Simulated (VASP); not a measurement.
Band structure of LaCoO$_{3}$ (space group Pm-3m). These are PBEsol GGA, VASP's PBE PAW potentials (set 64) (plane waves; VASP) values and carry that method's errors.

The moments were started parallel, and other spin orders were not tried in this run.

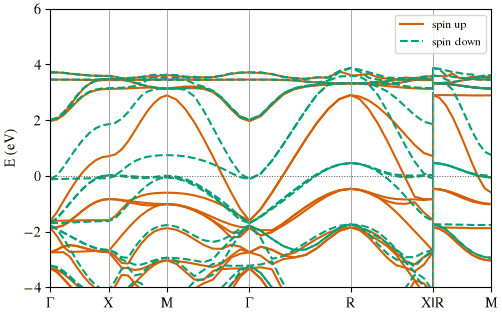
Figure: Bands along high-symmetry lines, zero at the valence-band maximum or, without a gap, the Fermi level

Read the plot: is there a gap, and where are the band edges?

It has no gap at this level: it comes out as a metal or semimetal.

The structure comes from a measured LaCoO3 entry of the Crystallography Open Database, whose conditions weren't checked. The cell was not relaxed at this level.
